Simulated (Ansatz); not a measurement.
**CH4SeSn: atomisation energy in Python**

The task is an atomisation energy, for CH4SeSn.

All numbers are computed with Ansatz 0.2.0 through its Python package. Level of theory: CCSD(T)/def2-SVP.

## 1. Starting point

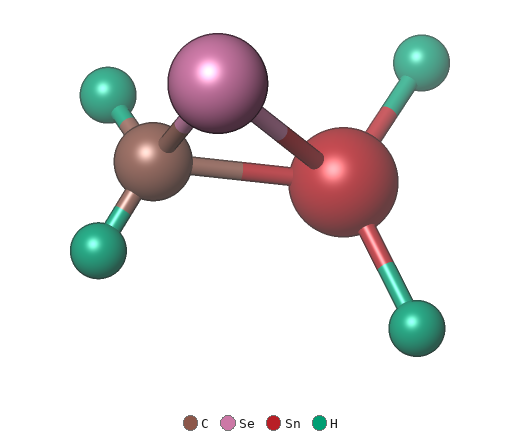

The starting structure, viewed from a chosen angle; carbon brown, selenium pink, tin red, hydrogen teal.

No structure file is read: the coordinates are typed or built in the script.

## 2. The code

ch4sesn_tae.py reads:

```python
# -*- coding: utf-8 -*-
from collections import Counter

import ansatz as az

params = {
    'basis': 'def2-SVP',
    'level': 'ccsd_t',
}


def energy(molecule, charge=0, unpaired=0):
    calc = molecule.calculation().basis(gaussian=params['basis']).correlation(params['level'])
    if charge:
        calc = calc.charge(charge)
    if unpaired:
        calc = calc.spin('collinear', total=unpaired)
    report = calc.run().report
    if report['published_state_doubts']:
        print('  doubts:', report['published_state_doubts'])
    return report['free_energy_ev']

GEOMETRY = '''
C    -0.66530   -0.49150   -0.63750
Se   -0.40630   -1.69680    0.75850
Sn    0.66360    0.66820    0.44420
H    -1.66230   -0.00620   -0.63660
H    -0.33450   -0.80330   -1.64990
H     0.06140    1.78230    1.66190
H     2.40480    0.47930    0.01360
'''


def main():
    geometry = az.Crystal.molecule()
    for line in GEOMETRY.strip().splitlines():
        symbol, *xyz = line.split()
        geometry = geometry.atom(symbol, [float(v) for v in xyz])

    unpaired = {'C': 2, 'Se': 2, 'Sn': 2, 'H': 1}
    counts = Counter(site.symbol for site in geometry.cartesian_sites)
    atom_energy = {s: energy(az.Crystal.molecule().atom(s, (0, 0, 0)), 0, unpaired[s]) for s in counts}
    whole = energy(geometry, 0, 0)
    for s, e in atom_energy.items():
        print(f'{s:2s} x{counts[s]}  {e:14.5f} eV')
    print(f'CH4SeSn: {whole:.5f} eV')
    split = sum(counts[s] * e for s, e in atom_energy.items()) - whole
    print(f'atomisation energy (no zero-point term): {23.060548 * split:.1f} kcal/mol, {split / sum(counts.values()):.3f} eV an atom')


if __name__ == '__main__':
    main()
```

## 3. The input behind the calls

The package turns the script's settings into the engine's input (first run):

```yaml
crystal:
  periodic: [false, false, false]
  atoms:
    - { symbol: C, position_ang: [0.0, 0.0, 0.0] }
basis:
  gaussian:
    orbitals: def2-SVP
magnetization:
  spin_polarized: true
  initial_magnetization: 2.0
correlation:
  method: ccsd_t
```

## 4. Launch

The run is started by

```sh
> python ch4sesn_tae.py
```

Output:

```text
C  x1     -1026.28847 eV
Se x1    -65299.95782 eV
Sn x1     -5807.13565 eV
H  x4       -13.58606 eV
CH4SeSn: -72206.37535 eV
atomisation energy (no zero-point term): 430.1 kcal/mol, 2.664 eV an atom
```

It took 14 s on 1 thread of Arm Neoverse V2, shared host; peak memory 0.41 GiB.

## 5. What changed from run to run

The engine's inputs for some of the other runs:

Run 2, against run 1:

```diff
@@ -4 +4 @@
-    - { symbol: C, position_ang: [0.0, 0.0, 0.0] }
+    - { symbol: Se, position_ang: [0.0, 0.0, 0.0] }
```

Run 3, against run 1:

```diff
@@ -4 +4 @@
-    - { symbol: C, position_ang: [0.0, 0.0, 0.0] }
+    - { symbol: Sn, position_ang: [0.0, 0.0, 0.0] }
```

Run 5, against run 1:

```diff
@@ -4 +4,7 @@
-    - { symbol: C, position_ang: [0.0, 0.0, 0.0] }
+    - { symbol: C, position_ang: [-0.6653, -0.4915, -0.6375] }
+    - { symbol: Se, position_ang: [-0.4063, -1.6968, 0.7585] }
+    - { symbol: Sn, position_ang: [0.6636, 0.6682, 0.4442] }
+    - { symbol: H, position_ang: [-1.6623, -0.0062, -0.6366] }
+    - { symbol: H, position_ang: [-0.3345, -0.8033, -1.6499] }
+    - { symbol: H, position_ang: [0.0614, 1.7823, 1.6619] }
+    - { symbol: H, position_ang: [2.4048, 0.4793, 0.0136] }
@@ -8,3 +13,0 @@
-magnetization:
-  spin_polarized: true
-  initial_magnetization: 2.0
```

Lines on the test bed's own set-up are left out of the output.

A comment line of the script is reworded here; the code is as run.

## 6. The runs side by side

One row for each of the 5 runs:

```csv
run,system,unpaired or total moment,energy (eV),<S²>,iterations in all,CPU time (s)
1,C,2,-1026.2885,2.01,65,0.15
2,Se,2,-65299.9578,2.01,63,0.5
3,Sn,2,-5807.1356,2.01,66,0.34
4,H,1,-13.5861,0.75,12,0.07
5,CH4SeSn,not set,-72206.3754,0.00,20,13
```

Totals carry meaning only in balanced differences at one level of theory.

## 7. Outcome

```
                         quantity           value
atomisation energy, no zero point  430.1 kcal/mol
                    runs compared               5
```

In words: Zero-point motion and spin-orbit terms of the atoms are left out, and both would lower it. 430.1 kcal/mol from the electronic energies, without the zero-point term. What to keep in mind:
- The geometry is a force-field or estimated start, not a minimum of this method, and the basis set is short of its limit. All parts are taken at fixed geometry, without zero-point energy.
- def2 sets replace the cores of elements past krypton by effective core potentials.
- In double-zeta sets correlated atomisation energies come out some 10 to 15 % low.
- The spin-orbit lowering of heavy atoms is left out.
